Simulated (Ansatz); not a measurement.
# InNH4 (SMILES [NH2][InH2]) at CCSD/def2-SVP (core potential)

What is the energy change on altering one bond length of InNH4 at CCSD/def2-SVP (core potential)? 

Program for the calculation: Ansatz 0.2.0.

47 further runs of the same task are left out: 47 set aside as unsound or not needed.

## 1. Starting point

InNH4: 6 atoms, total charge 0, spin state singlet. As SMILES, `[NH2][InH2]`. The coordinates come from a PBE0-D4/def2-TZVP relaxation.

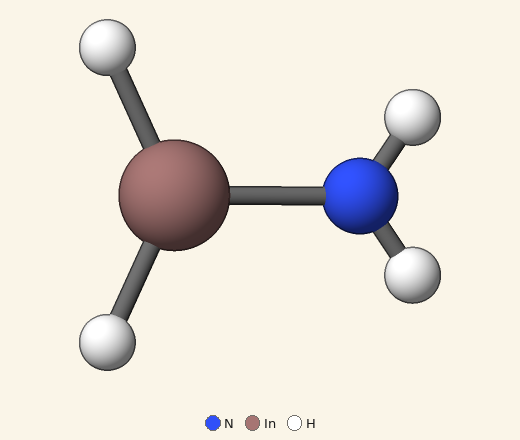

The structure, seen from a chosen angle (nitrogen blue, indium brown, hydrogen white).

## 2. The energy at CCSD/def2-SVP (core potential)

File molecule.yaml:

```yaml
basis:
  gaussian:
    orbitals: def2-SVP
crystal:
  periodic: [false, false, false]
  atoms:
    - {symbol: N, position_ang: [-0.092200, -1.060500, 0.036600]}
    - {symbol: In, position_ang: [0.095300, 0.935900, -0.048300]}
    - {symbol: H, position_ang: [-0.598000, -1.552900, 0.753400]}
    - {symbol: H, position_ang: [0.311900, -1.697300, -0.629300]}
    - {symbol: H, position_ang: [1.012500, 1.520500, -1.370700]}
    - {symbol: H, position_ang: [-0.687400, 1.790300, 1.212100]}
correlation:
  method: ccsd
  frozen_orbitals: {H: 0, In: 4, "N": 1}
accuracy: high
scf:
  omitted_lower_state_checks: [cluster_reference, increment]
```

The run is started by

```console
$ ansatz run molecule.yaml --threads 1 --pin off --max-ram 3480MiB --events-out events.jsonl --progress --plain --runs-dir runs
```

Log:

```text
Warning: RAYON_NUM_THREADS=1 ignored (pool sized by the plan → 1); use --threads N
Functional definition: HF
  name "HF"
  exchange = exact_x
  correlation = 0
these checks for a lower state are left out or cut short: cluster_reference, increment
1456 factors; integrals over basis functions are off by at most 3.0e-9 eV
mean field evaluation 1: about -6688.8924 eV, gradient 3.4e1 eV
mean field evaluation 2: about -6688.9065 eV, gradient 3.4e1 eV
mean field evaluation 4: about -6691.6120 eV, gradient 2.1e0 eV
mean field evaluation 8: about -6691.6323 eV, gradient 2.8e-4 eV
mean field -6691.63229783 eV, -245.9129511941 hartree, gradient 1.8e-8 eV, S^2 0.000000; 0 other end points of the search recorded, 0 dependent functions left out
5 core orbitals not correlated: weight in the atoms' cores, before any rotation towards them, 1.000 or more for the frozen orbitals, at most 0.000 for the correlated occupied ones
reference -6691.63229783 eV, -245.9129511941 hartree; 11, 11 occupied and 44, 44 virtual orbitals, 1456 factors
second order -7.45575096 eV of doubles, -0.00000000 eV of singles
cycle   1  -7.85126644 eV  change   -4.0e-1 eV  update   8.3e-2
cycle   2  -8.11355961 eV  change   -2.6e-1 eV  update   2.8e-2
cycle   3  -8.19495252 eV  change   -8.1e-2 eV  update   1.9e-2
cycle   4  -8.19384360 eV  change    1.1e-3 eV  update   6.6e-3
cycle   5  -8.19187212 eV  change    2.0e-3 eV  update   3.1e-3
cycle   6  -8.19198343 eV  change   -1.1e-4 eV  update   9.7e-4
cycle   7  -8.19180070 eV  change    1.8e-4 eV  update   2.7e-4
cycle   8  -8.19182273 eV  change   -2.2e-5 eV  update   8.0e-5
cycle   9  -8.19184310 eV  change   -2.0e-5 eV  update   2.2e-5
cycle  10  -8.19183721 eV  change    5.9e-6 eV  update   7.4e-6
cycle  11  -8.19184064 eV  change   -3.4e-6 eV  update   2.6e-6
cycle  12  -8.19184142 eV  change   -7.8e-7 eV  update   7.1e-7
cycle  13  -8.19184207 eV  change   -6.5e-7 eV  update   2.8e-7
cycle  14  -8.19184212 eV  change   -4.9e-8 eV  update   8.7e-8
cycle  15  -8.19184207 eV  change    5.2e-8 eV  update   3.4e-8
cycle  16  -8.19184204 eV  change    2.3e-8 eV  update   2.3e-8
cycle  17  -8.19184193 eV  change    1.1e-7 eV  update   1.0e-7
cycle  18  -8.19184197 eV  change   -3.4e-8 eV  update   2.8e-8
cycle  19  -8.19184197 eV  change   -6.2e-9 eV  update   8.8e-9
cycle  20  -8.19184198 eV  change   -3.8e-9 eV  update   2.4e-9
cycle  21  -8.19184198 eV  change   -1.3e-9 eV  update  6.9e-10
Total energy: -6699.82413981 eV, -246.2139958342 hartree
Checks for a lower state left out: cluster_reference, increment
```

It took 7.5 s on 1 thread of Arm Neoverse N1, shared host; peak memory 0.24 GiB.

## 3. The distorted shape

File in.yaml:

```yaml
crystal:
  periodic: [false, false, false]
  atoms:
    - {symbol: N, position_ang: [-0.152810, -0.964988, 0.136476]}
    - {symbol: In, position_ang: [0.034690, 1.031412, 0.051576]}
    - {symbol: H, position_ang: [-0.658610, -1.457388, 0.853276]}
    - {symbol: H, position_ang: [0.311900, -1.697300, -0.629300]}
    - {symbol: H, position_ang: [0.951890, 1.616012, -1.270824]}
    - {symbol: H, position_ang: [-0.748010, 1.885812, 1.311976]}
basis:
  gaussian:
    orbitals: def2-SVP
accuracy: high
scf:
  omitted_lower_state_checks: [cluster_reference, increment]
correlation:
  method: ccsd
  frozen_orbitals: {H: 0, In: 4, "N": 1}
```

The run is started by

```console
$ ansatz run in.yaml --threads 1 --pin off --max-ram 3480MiB --events-out events.jsonl --progress --plain --runs-dir runs
```

Log:

```text
Warning: RAYON_NUM_THREADS=1 ignored (pool sized by the plan → 1); use --threads N
[... 4 set-up lines as earlier in the session ...]
these checks for a lower state are left out or cut short: cluster_reference, increment
1460 factors; integrals over basis functions are off by at most 3.3e-9 eV
mean field evaluation 1: about -6688.5280 eV, gradient 3.3e1 eV
mean field evaluation 2: about -6688.5424 eV, gradient 3.3e1 eV
mean field evaluation 4: about -6691.1559 eV, gradient 2.1e0 eV
mean field evaluation 8: about -6691.1767 eV, gradient 3.4e-4 eV
mean field -6691.17673805 eV, -245.8962096807 hartree, gradient 1.2e-8 eV, S^2 0.000000; 0 other end points of the search recorded, 0 dependent functions left out
5 core orbitals not correlated: weight in the atoms' cores, before any rotation towards them, 1.000 or more for the frozen orbitals, at most 0.000 for the correlated occupied ones
reference -6691.17673805 eV, -245.8962096807 hartree; 11, 11 occupied and 44, 44 virtual orbitals, 1460 factors
second order -7.54774387 eV of doubles, -0.00000000 eV of singles
cycle   1  -7.92345486 eV  change   -3.8e-1 eV  update   8.7e-2
cycle   2  -8.20286657 eV  change   -2.8e-1 eV  update   2.9e-2
cycle   3  -8.29270775 eV  change   -9.0e-2 eV  update   2.0e-2
cycle   4  -8.29223877 eV  change    4.7e-4 eV  update   7.0e-3
cycle   5  -8.29057239 eV  change    1.7e-3 eV  update   3.4e-3
cycle   6  -8.29053887 eV  change    3.4e-5 eV  update   1.0e-3
cycle   7  -8.29029450 eV  change    2.4e-4 eV  update   2.8e-4
cycle   8  -8.29031714 eV  change   -2.3e-5 eV  update   8.8e-5
cycle   9  -8.29033337 eV  change   -1.6e-5 eV  update   2.4e-5
cycle  10  -8.29032582 eV  change    7.6e-6 eV  update   8.0e-6
cycle  11  -8.29032924 eV  change   -3.4e-6 eV  update   2.8e-6
cycle  12  -8.29033003 eV  change   -7.9e-7 eV  update   8.1e-7
cycle  13  -8.29033076 eV  change   -7.3e-7 eV  update   3.0e-7
cycle  14  -8.29033090 eV  change   -1.4e-7 eV  update   8.2e-8
cycle  15  -8.29033085 eV  change    4.9e-8 eV  update   3.5e-8
cycle  16  -8.29033092 eV  change   -7.2e-8 eV  update   1.0e-7
cycle  17  -8.29033097 eV  change   -4.3e-8 eV  update   3.0e-8
cycle  18  -8.29033097 eV  change   -6.4e-9 eV  update   1.1e-8
cycle  19  -8.29033098 eV  change   -1.9e-9 eV  update   3.1e-9
cycle  20  -8.29033098 eV  change  -4.1e-10 eV  update  7.2e-10
Total energy: -6699.46706902 eV, -246.2008737247 hartree
Checks for a lower state left out: cluster_reference, increment
```

Wall time 7.5 s (1 thread of Arm Neoverse N1, shared host); peak memory 0.24 GiB.

## 4. Results

Level: CCSD/def2-SVP (core potential), 5 core orbitals frozen.

| quantity | value |
| --- | --- |
| first shape: total energy | -246.21400 Eh |
| first shape: correlation energy (5 core orbitals frozen) | -301.0 mEh |
| first shape: T1 diagnostic | 0.015 |
| distorted shape: total energy | -246.20087 Eh |
| distorted shape: correlation energy (5 core orbitals frozen) | -304.7 mEh |
| distorted shape: T1 diagnostic | 0.016 |
| energy change with the N1–H4 bond stretched from 1.006 to 1.157 Å | 0.357 eV |

In words: With the N1–H4 bond stretched from 1.006 to 1.157 Å the energy rises by 0.36 eV (8.2 kcal/mol). The first shape isn't relaxed at this level, so the change isn't measured from a minimum.
